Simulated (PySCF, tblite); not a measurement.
# C2H9N2Si2 radical: geometry, infrared bands and EPR parameters

Aim: predict the infrared bands and EPR parameters of C2H9N2Si2 radical (`C=[C][SiH2]N[SiH2]N`).

Programs: tblite 0.8.0 and PySCF 2.14.0, with density-fitted response routines of our own. Each step states its level of theory. These are calculated values for one molecule in the gas phase, unless marked as measured. Atoms count from 0, in the outputs and in this text.

## (1) Starting geometry

15 atoms, charge 0, multiplicity 2; geometry from: force field or distance geometry start.

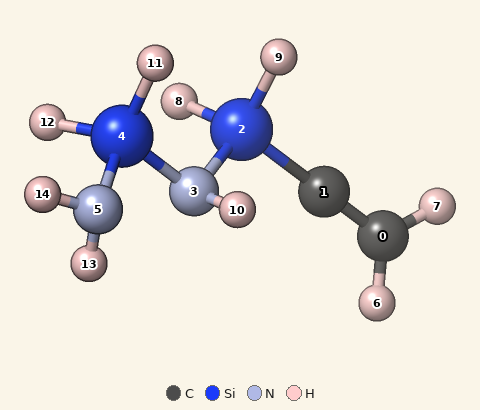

The starting geometry (carbon dark grey, silicon blue, nitrogen light blue, hydrogen pink), atoms numbered; sticks join atoms by distance.

## (2) Geometry optimisation with GFN2-xTB

Job settings and geometry (Å):

```
{"job": {"kind": "relax", "xc": "GFN2-xTB", "basis": "xTB"}, "charge": 0, "multiplicity": 2}
C      3.629100    -0.304600    -0.061800
C      2.422300     0.187400     0.106700
Si     0.705100     0.852900     0.359000
N     -0.391600    -0.285400    -0.253900
Si    -1.954000     0.248700     0.015900
N     -2.741900    -1.155400    -0.492900
H      3.815200    -1.008200    -0.861800
H      4.448000    -0.002400     0.586900
H      0.536300     2.129800    -0.375700
H      0.441400     1.050800     1.806100
H     -0.276900    -1.158700     0.269900
H     -2.265400     0.474900     1.431500
H     -2.325300     1.328300    -0.915200
H     -2.330000    -1.414200    -1.390000
H     -3.716700    -0.935800    -0.670900
```

Started as:

```sh
$ OMP_NUM_THREADS=1 python probes_run.py task.json out
```

This one command runs all jobs of the session in turn.

Standard output:

```text
step      E/eV     max force
  0    -492.08663    2.537
  1    -492.26054    1.225
  2    -492.32335    0.931
  3    -492.38901    0.738
  4    -492.46080    0.832
  5    -492.53442    0.626
  6    -492.59941    0.664
  7    -492.66261    0.550
  8    -492.69221    0.319
  9    -492.70454    0.333
 10    -492.71628    0.341
 11    -492.73137    0.363
 12    -492.74714    0.418
 13    -492.75994    0.298
 14    -492.76811    0.212
 15    -492.77373    0.213
 16    -492.77937    0.197
 17    -492.78522    0.195
 18    -492.78921    0.128
 19    -492.79166    0.155
 20    -492.79356    0.127
 21    -492.79565    0.121
 22    -492.79756    0.150
 23    -492.79953    0.129
 24    -492.80126    0.121
 25    -492.80322    0.129
 26    -492.80545    0.113
 27    -492.80753    0.144
 28    -492.80912    0.137
 29    -492.81052    0.105
 30    -492.81216    0.117
 31    -492.81410    0.160
 32    -492.81577    0.132
 33    -492.81687    0.072
 34    -492.81761    0.067
 35    -492.81850    0.096
 36    -492.81982    0.129
 37    -492.82100    0.101
 38    -492.82167    0.056
 39    -492.82203    0.056
 40    -492.82246    0.058
 41    -492.82314    0.080
 42    -492.82388    0.074
 43    -492.82438    0.041
 44    -492.82463    0.040
 45    -492.82486    0.040
 46    -492.82517    0.046
 47    -492.82547    0.036
 48    -492.82567    0.027
 49    -492.82579    0.029
 50    -492.82593    0.039
 51    -492.82614    0.051
 52    -492.82639    0.043
 53    -492.82653    0.022
 54    -492.82661    0.023
 55    -492.82671    0.029
 56    -492.82688    0.030
 57    -492.82708    0.027
 58    -492.82723    0.025
 59    -492.82734    0.023
 60    -492.82744    0.027
 61    -492.82759    0.035
 62    -492.82779    0.037
 63    -492.82797    0.028
 64    -492.82810    0.028
 65    -492.82824    0.033
 66    -492.82846    0.037
 67    -492.82878    0.045
 68    -492.82907    0.035
 69    -492.82921    0.019
 70    -492.82925    0.021
 71    -492.82930    0.021
 72    -492.82940    0.024
 73    -492.82957    0.040
 74    -492.82971    0.039
 75    -492.82981    0.032
 76    -492.82991    0.027
 77    -492.83004    0.034
 78    -492.83016    0.039
 79    -492.83027    0.031
 80    -492.83037    0.029
 81    -492.83050    0.030
 82    -492.83068    0.037
 83    -492.83086    0.032
 84    -492.83096    0.021
 85    -492.83101    0.043
 86    -492.83107    0.022
 87    -492.83119    0.022
 88    -492.83126    0.023
 89    -492.83129    0.018
 90    -492.83131    0.010
 91    -492.83133    0.010
```

Wall time 0.63 s (1 thread of AMD EPYC 7B13, shared host).

The steps of the relaxation: (not every step is listed)

| step | energy from step 0 (eV) | largest force (eV/Å) |
| --- | --- | --- |
| 0 | 0.0000 | 2.5373 |
| 1 | -0.1739 | 1.2254 |
| 2 | -0.2367 | 0.9307 |
| 3 | -0.3024 | 0.7376 |
| 4 | -0.3742 | 0.8322 |
| 5 | -0.4478 | 0.6260 |
| 6 | -0.5128 | 0.6644 |
| 7 | -0.5760 | 0.5500 |
| 8 | -0.6056 | 0.3193 |
| 15 | -0.6871 | 0.2131 |
| 22 | -0.7109 | 0.1499 |
| 29 | -0.7239 | 0.1049 |
| 36 | -0.7332 | 0.1293 |
| 43 | -0.7378 | 0.0409 |
| 50 | -0.7393 | 0.0389 |
| 57 | -0.7405 | 0.0272 |
| 64 | -0.7415 | 0.0277 |
| 71 | -0.7427 | 0.0207 |
| 78 | -0.7435 | 0.0389 |
| 85 | -0.7444 | 0.0431 |
| 86 | -0.7444 | 0.0222 |
| 87 | -0.7446 | 0.0220 |
| 88 | -0.7446 | 0.0226 |
| 89 | -0.7447 | 0.0179 |
| 90 | -0.7447 | 0.0100 |
| 91 | -0.7447 | 0.0097 |

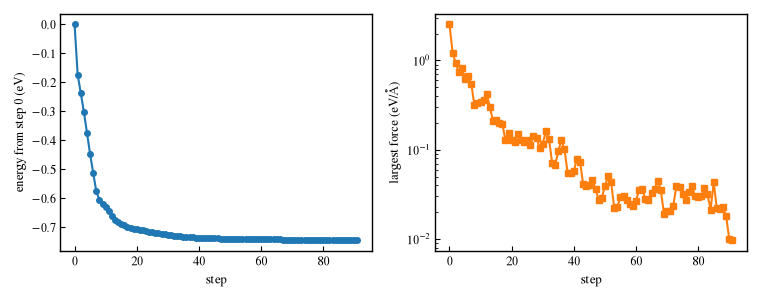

Energy and largest force along the relaxation.

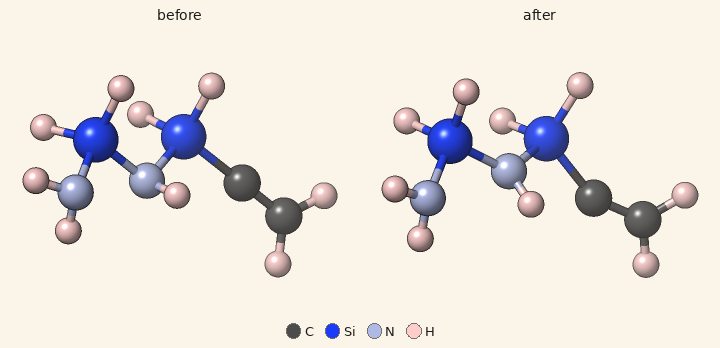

Before and after, at one scale.

Close pairs (by a distance rule), those that changed most:

| bond | before (Å) | after (Å) | change (Å) |
| --- | --- | --- | --- |
| N3–Si4 | 1.673 | 1.726 | +0.053 |
| Si4–N5 | 1.689 | 1.726 | +0.037 |
| Si2–N3 | 1.695 | 1.732 | +0.036 |
| C0–C1 | 1.314 | 1.292 | -0.022 |
| C1–Si2 | 1.859 | 1.839 | -0.020 |
| Si2–H8 | 1.483 | 1.465 | -0.018 |
| N3–H10 | 1.025 | 1.007 | -0.017 |
| N5–H13 | 1.021 | 1.008 | -0.013 |

The end geometry stands in the next job.

## (3) Harmonic vibrations with GFN2-xTB

Job settings and geometry (Å):

```
{"job": {"kind": "ir", "xc": "GFN2-xTB", "basis": "xTB"}, "charge": 0, "multiplicity": 2}
C      3.629555    -0.328526    -0.050167
C      2.410859     0.076345    -0.188833
Si     0.885101     0.946407     0.354764
N     -0.421730    -0.131920    -0.003239
Si    -2.108529     0.229445     0.040817
N     -2.864312    -1.188169    -0.590150
H      4.170416    -0.834699    -0.843144
H      4.214317    -0.204845     0.860932
H      0.731070     2.154277    -0.460057
H      0.878006     1.309389     1.787037
H     -0.202213    -1.114040     0.041980
H     -2.668461     0.382422     1.387752
H     -2.269406     1.472387    -0.723307
H     -2.518590    -1.550783    -1.464704
H     -3.870495    -1.209700    -0.596076
```

Standard output:

```text
mode    cm-1     km/mol
  1      29.5      1.01
  2      50.5      1.18
  3      65.0      0.98
  4     119.5      2.45
  5     150.5      2.62
  6     192.2      3.88
  7     209.0      4.14
  8     240.8     13.82
  9     301.2      6.93
 10     342.1     69.44
 11     489.6     72.55
 12     523.4     98.18
 13     546.4     17.78
 14     587.7    284.29
 15     602.1     20.58
 16     667.2     44.25
 17     711.5    376.06
 18     738.9    221.29
 19     748.9    154.45
 20     799.3     46.06
 21     815.2    225.07
 22     856.5    291.06
 23     873.4     81.35
 24     887.3      3.10
 25     892.6    104.42
 26     987.0    350.27
 27    1190.0    408.32
 28    1357.9      9.57
 29    1533.3     49.24
 30    1795.6      0.62
 31    2093.1    311.05
 32    2186.5    416.85
 33    2220.9    294.65
 34    2230.2    358.96
 35    2892.9     23.11
 36    2978.7     22.52
 37    3474.4      1.99
 38    3475.0      1.80
 39    3514.8      3.42
```

Wall time 0.55 s (1 thread of AMD EPYC 7B13, shared host).

Which atoms move in the most intense modes:

| cm⁻¹ | km/mol | atoms |
| --- | --- | --- |
| 712 | 376.1 | H12 15 %, N3 14 %, H9 13 %, H8 13 % |
| 856 | 291.1 | H13 25 %, H14 17 %, H12 14 %, Si4 11 % |
| 987 | 350.3 | N3 48 %, H10 28 %, Si4 13 % |
| 1190 | 408.3 | H10 68 %, N3 29 % |
| 2093 | 311.1 | H9 94 % |
| 2186 | 416.9 | H12 62 %, H11 30 % |
| 2221 | 294.6 | H8 63 %, H11 30 % |
| 2230 | 359.0 | H11 36 %, H12 31 %, H8 30 % |

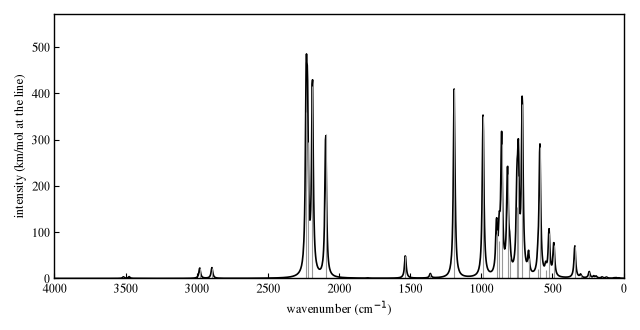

The infrared spectrum from these modes, unscaled. Lines are broadened to a width of 14 cm⁻¹ (Lorentzian).

## (4) g tensor and hyperfine couplings: B3LYP/pcH-1

Same as in step 3 but for these lines:

```diff
@@ -1,2 +1,2 @@
-{"job": {"kind": "ir", "xc": "GFN2-xTB", "basis": "xTB"}, "charge": 0, "multiplicity": 2}
+{"job": {"kind": "epr", "basis": "pcH-1"}, "charge": 0, "multiplicity": 2}
 C      3.629555    -0.328526    -0.050167
```

Method: UKS B3LYP, pcH-1 on C H N Si, non-relativistic, mean-field spin-orbit, GIAO.

Standard output:

```text
UKS, coarse grid
  cycle   1  E = -770.03710329  |g| = 5.16e-01
  cycle   2  E = -769.91318115  |g| = 7.36e-01
  cycle   3  E = -770.14362303  |g| = 7.36e-02
  cycle   4  E = -770.14572942  |g| = 3.24e-02
  cycle   5  E = -770.14622483  |g| = 1.08e-02
  cycle   6  E = -770.14628830  |g| = 4.39e-03
  cycle   7  E = -770.14630564  |g| = 2.03e-03
  cycle   8  E = -770.14631412  |g| = 1.31e-03
  cycle   9  E = -770.14631523  |g| = 7.02e-04
UKS, final grid
  cycle   1  E = -770.14636793  |g| = 1.03e-03
  cycle   2  E = -770.14636695  |g| = 1.84e-03
  cycle   3  E = -770.14636867  |g| = 1.73e-04
  cycle   4  E = -770.14636872  |g| = 1.39e-04
  cycle   5  E = -770.14636878  |g| = 5.53e-05
  cycle   6  E = -770.14636878  |g| = 9.55e-06
E = -770.14636878 Eh   <S^2> = 0.7581 (exact 0.7500)
g shifts (ppm)      1          2          3
  rmc          -131       -131       -131
  gc             26         10         43
  oz_so        -583       -143        657
  total        -688       -263        570
hyperfine (MHz)  atom isotope    a_iso     a_fc   dipolar eigenvalues
    0   13C     -43.87     -43.87    -16.00      3.19     12.81
    1   13C     159.62     159.77    -78.70    -61.18    139.88
    2  29Si       6.24       6.25     -8.32      2.03      6.30
    3   14N       3.57       3.57     -0.48     -0.31      0.79
    4  29Si       1.33       1.33     -0.47      0.20      0.27
    5   14N      -0.05      -0.05     -0.05     -0.01      0.06
    6    1H     155.94     155.94     -5.69     -4.16      9.85
    7    1H     190.85     190.85     -4.66     -2.22      6.88
    8    1H       3.24       3.24     -3.80     -2.65      6.45
    9    1H      74.69      74.69     -3.77     -1.04      4.82
   10    1H      -0.69      -0.69     -2.99     -2.58      5.57
   11    1H       1.64       1.64     -0.59     -0.44      1.03
   12    1H      -0.03      -0.03     -0.70     -0.60      1.30
   13    1H      -0.00      -0.00     -0.54     -0.49      1.03
   14    1H      -0.00      -0.00     -0.32     -0.29      0.61
```

Run time: 51 s. Hardware: 1 thread of AMD EPYC 7B13, shared host; peak memory 0.96 GiB.

Principal g values 2.00163, 2.00206, 2.00289; g(iso) = 2.00219, against 2.00232 for a free electron.

Hyperfine couplings; where a row names several nuclei, a(iso) is their mean (it holds for fast rotation or exchange) and the dipolar term the largest among them:

| nuclei | isotope | a(iso) (MHz) | a(iso) (G, at g = 2.0023) | largest dipolar term (MHz) |
| --- | --- | --- | --- | --- |
| H7 | 1H | 190.9 | 68.1 | 6.9 |
| C1 | 13C | 159.6 | 57.0 | 139.9 |
| H6 | 1H | 155.9 | 55.6 | 9.9 |
| C0 | 13C | -43.9 | -15.7 | -16.0 |
| H8, H9 | 1H | 39.0 | 13.9 | 6.4 |
| Si2 | 29Si | 6.2 | 2.2 | -8.3 |
| N3 | 14N | 3.6 | 1.3 | 0.8 |
| Si4 | 29Si | 1.3 | 0.5 | -0.5 |
| H11, H12 | 1H | 0.8 | 0.3 | 1.3 |
| H10 | 1H | -0.7 | -0.2 | 5.6 |
| N5 | 14N | -0.1 | 0.0 | 0.1 |
| H13, H14 | 1H | 0.0 | 0.0 | 1.0 |

Mulliken spin populations:

C0 -0.18; C1 0.98; Si2 0.00; N3 0.00; Si4 0.00; N5 0.00; H6 0.06; H7 0.09; H8 0.00; H9 0.04; H10 0.00; H11 0.00; H12 0.00; H13 0.00; H14 0.00

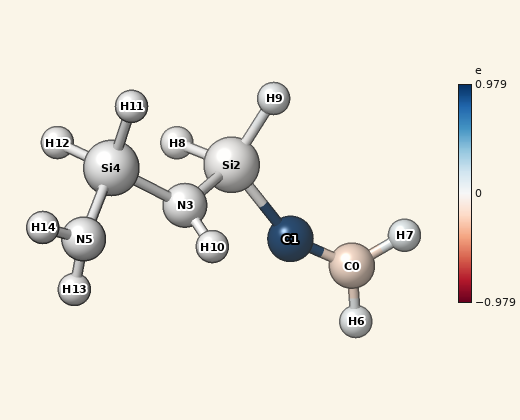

Mulliken spin populations, as colours on the atoms.

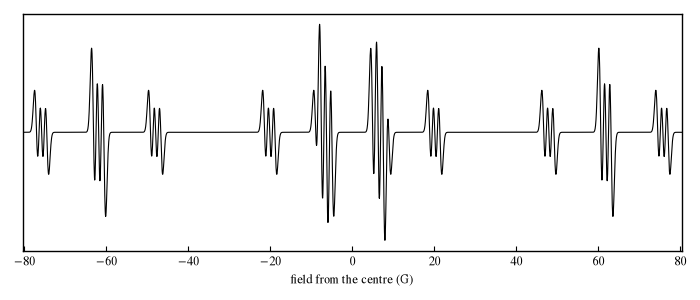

First-order isotropic spectrum (first derivative, main isotopes with spin only, couplings over 0.8 MHz, Gaussian width 0.4 G; couplings of the frozen geometry, rotation of groups not averaged beyond the rows shown).

Orbitals, density, ELF and potential are computed afterwards from the orbital file.

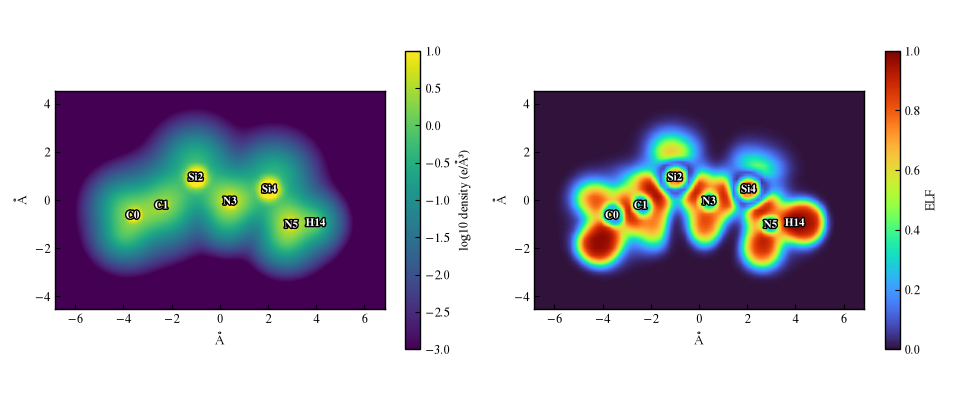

Density (left) and ELF (right) in a plane through or near 7 of the atoms.

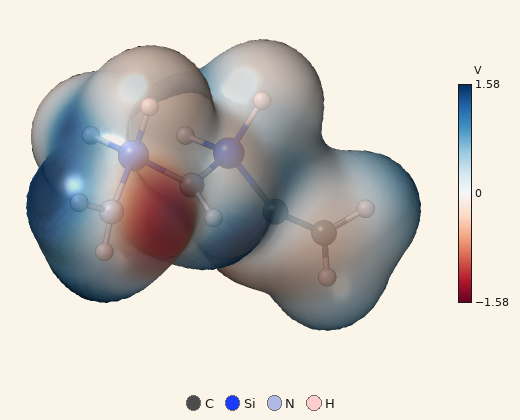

The potential that a unit positive charge feels on the 0.002 e/bohr³ surface, from -1.13 V near N5 to 1.58 V near H14.

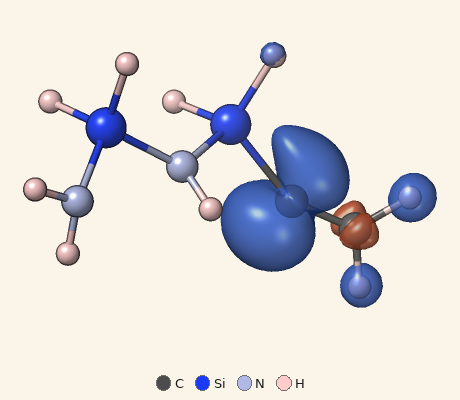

Spin density at ±0.05 e/Å³ (alpha excess blue, beta excess red).

## (5) Results

| quantity | value |
| --- | --- |
| strongest single infrared mode (GFN2-xTB) | 2186 cm⁻¹, 417 km/mol |
| zero-point energy (GFN2-xTB) | 63.4 kcal/mol |
| g(iso) (B3LYP) | 2.00219 |
| ⟨S²⟩ | 0.758 (exact 0.75) |
| largest a(iso) (averaged by class) | 1H on H7, 190.9 MHz |
| potential on the surface of density 0.002 e/bohr³, 1st and 99th percentile | -1.13 V and 1.58 V |

In words: Relaxing lowered the energy by 0.745 eV in 91 steps; the close pair that moved most is N3–Si4, from 1.673 to 1.726 Å. No mode is imaginary among the 39: a minimum at this level. The strongest single mode, at 2186 cm⁻¹, moves mainly H12. Unscaled tight-binding wavenumbers are off by several per cent, some by more. Its intensities can rank the bands wrongly. C1 carries the largest spin population, 0.98 e. The isotropic g lies 0.1 ppt below the free-electron value. These values are for one conformer; the search (at its own cheap level) found 2 more, at 0.82, 1.36 kcal/mol, and measured spectra average over such forms.
